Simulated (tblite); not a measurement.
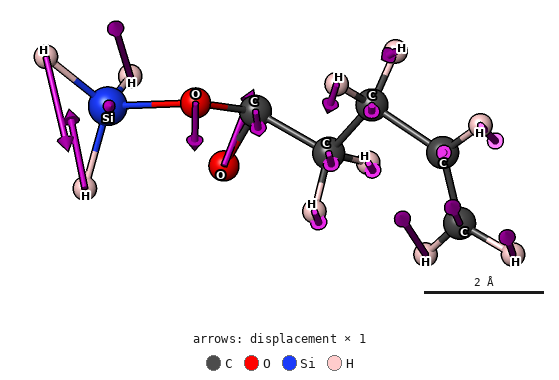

A relaxation of C₅H₁₀O₂Si (charge −1, multiplicity 2). The starting structure is drawn; purple arrows show the displacements, at their true length. The two geometries are superimposed by the best rigid fit.

Style: ball-and-stick. Shown from a free direction.

Theory: GFN2-xTB geometry optimisation, gas phase in tblite. 

**What did the optimiser do to the structure, and how much energy did it gain?**

Over 197 geometry steps the energy falls by 47.7 kcal/mol. An H atom moves most after the best rigid fit: 2.65 Å. Largest moves by element: H 2.65 Å, O 1.52 Å, C 1.22 Å, Si 0.25 Å. Among the contacts that change: O–Si 2.407 → 3.013 Å, C–O 1.420 → 1.255 Å, O–Si 1.740 → 1.604 Å, C–C 1.499 → 1.593 Å. Bond angles that change, for instance: C–C–O 103.4° → 126.7°, C–O–Si 105.6° → 127.7°, O–C–O 103.7° → 120.1°. Groups turn about C–C by about 100°, O–Si by about 35°. Cost: 1.4 s on 1 thread of Arm Neoverse V2, on a shared host.
